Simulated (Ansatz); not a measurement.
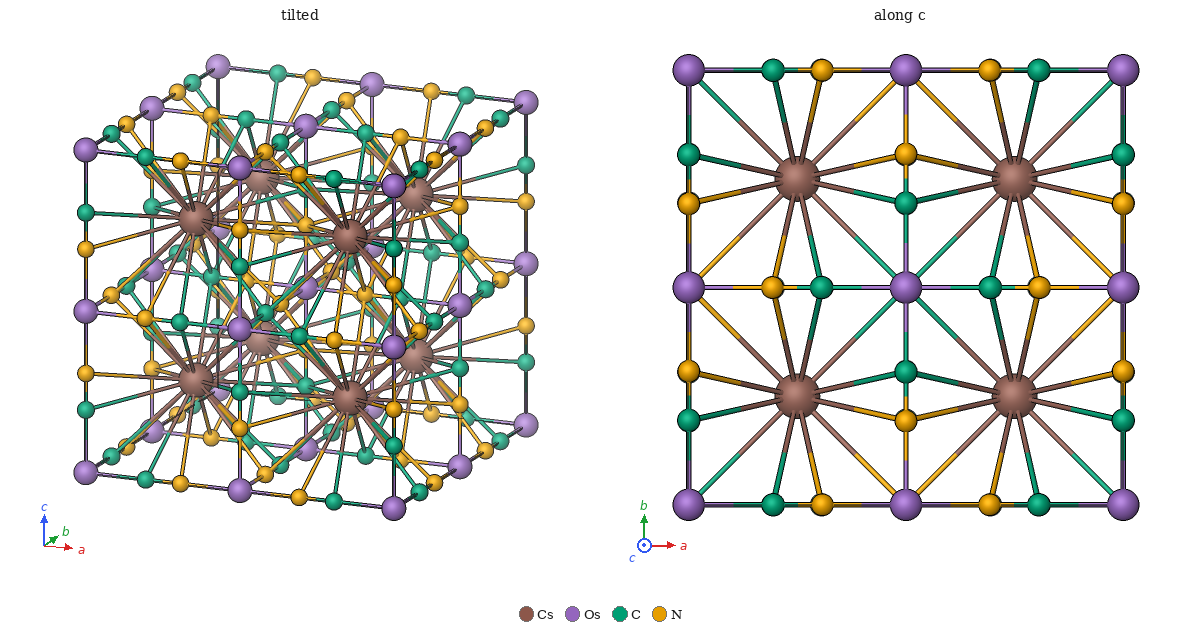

An orthographic ball-and-stick view of the structure, slightly off an axis and along the c axis. The edges of the conventional unit cell are marked.

CsOsC3N3, space group Fm-3m (No. 225), a = 10.447 Å, b = 10.447 Å, c = 10.447 Å, α = 90.00°, β = 90.00°, γ = 90.00°. Its origin is a structure type filled with these elements by a generator (whether the compound takes this form wasn't checked). Earlier steps of the study, as a rule a relaxation of our own, may have changed the cell and positions, so they can lie some per cent off the listed ones. A calculation with Ansatz used it as input.

This one geometry was computed with Ansatz (DFT, plane waves, PAW) at three levels of theory: r2SCAN, PBE and LDA.

Q: Which level gives the highest pressure at this volume, and what does that say about its equilibrium volume?

A: Highest: PBE (0.0 GPa), which points to the largest equilibrium volume. Lowest, with the smallest volume: LDA (-5.7 GPa). Levels within 0.5 GPa of each other can't be told apart.

Q: How does the band gap change with the level of theory?

A: LDA: a gap of 2.35 eV, indirect; PBE: a gap of 2.39 eV, indirect; r2SCAN: a gap of 2.66 eV, indirect.

Q: Collect the results in a table.

A:
| level | cutoff (eV) | k-mesh of the run's cell | gap (eV) | pressure (GPa) |
| --- | --- | --- | --- | --- |
| r2SCAN | 500 | 6×6×6 | 2.66 | -2.3 |
| PBE | 420 | 6×6×6 | 2.39 | 0.0 |
| LDA | 420 | 6×6×6 | 2.35 | -5.7 |

Gaps are taken on the k-mesh or band path of each run.
